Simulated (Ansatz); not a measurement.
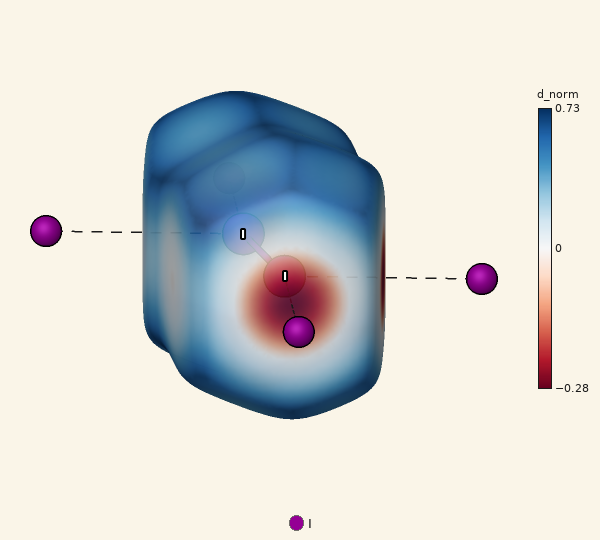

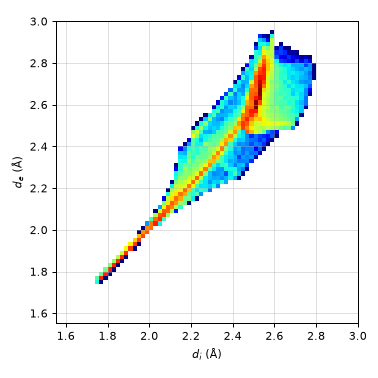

Hirshfeld surface computed for the I2 molecule in I (Cmce), coloured by d_norm. Dashed lines lead to the closest neighbours outside. The second picture is its fingerprint plot, coloured by area on a logarithmic scale (blue little, red much).

The surface is where the fragment's share of the procrystal density (the sum of the densities of spherically averaged neutral Hartree-Fock atoms) equals one half. d_i and d_e are the distances from the surface to the nearest nucleus inside and outside; d_norm adds both, each measured against its van der Waals radius (Alvarez: I 2.04 Å), so red marks contacts shorter than the sum of radii, white equal and blue longer. From Rb on the atoms have core potentials, so only their outer electrons count.

The cell is taken from coordinates from a relaxation at fixed volume with DFT r2SCAN, scalar-relativistic, plane waves, PAW in Ansatz 0.2.0.

```xyz
8
Lattice="8.6902 0.0000 0.0000 0.0000 4.6620 0.0000 0.0000 0.0000 10.0420" Properties=species:S:1:pos:R:3 pbc="T T T"
I     4.3451    0.6976    6.2154
I     4.3451    3.9644    3.8266
I     4.3451    3.0286    8.8476
I     4.3451    1.6334    1.1944
I     0.0000    3.0286    6.2154
I     0.0000    1.6334    3.8266
I     0.0000    0.6976    8.8476
I     0.0000    3.9644    1.1944
```

### Which contact with the surroundings is the closest relative to the atoms' sizes?

I···I at 3.52 Å, 86 % of the sum of the van der Waals radii.

### How is the surface shared among contacts (both directions of a pair summed)?

I···I 100 %.

### Give the size and shape of the surface.

It encloses about 96 Å³, has an area of about 110 Å² and a globularity of 0.92 (1 for a sphere).

### Where does the fingerprint reach closest to the origin?

The smallest d_i + d_e is about 3.5 Å, which belongs to the shortest contact, I···I at 3.52 Å; d_e runs from 1.76 to 2.92 Å.
